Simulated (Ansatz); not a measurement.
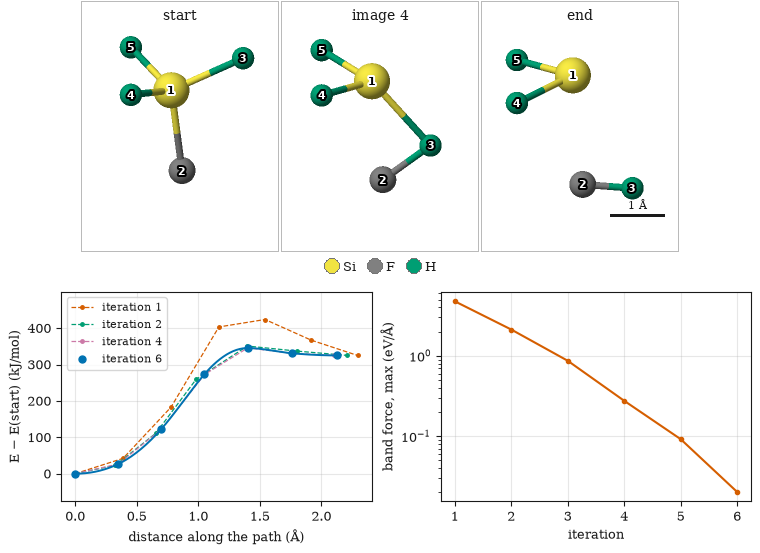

NEB run on SiH₃F. Images are numbered from 0 (start) to 6 (end). The plot follows the band through its iterations. The picture is a ball-and-stick view, seen from a free direction.

These are results of RKS r2SCAN/def2-SVP in Ansatz 0.2.0, not measurements. Set-up: 5 movable images; climbing image; force threshold 0.03 eV/Å; iteration limit 60; starting path through a guess of the saddle point.

How did the profile develop, and is the result final?

The result is final at these settings. The band converged in 6 iterations. The largest component of the band force went from 4.8 to 0.02 eV/Å. The climbing image converged on the top of the path. Its vibrational analysis gives one imaginary mode (943i cm⁻¹), as a transition state must have. The first iteration put the highest image at 423.7 kJ/mol. The highest point, image 4, lies 345.3 kJ/mol above the start and 20.3 kJ/mol above the end; the end is at +325.0 kJ/mol relative to the start.

Cost: 55 s on 1 thread of Arm Neoverse V1 (shared host), peak memory 0.1 GiB.
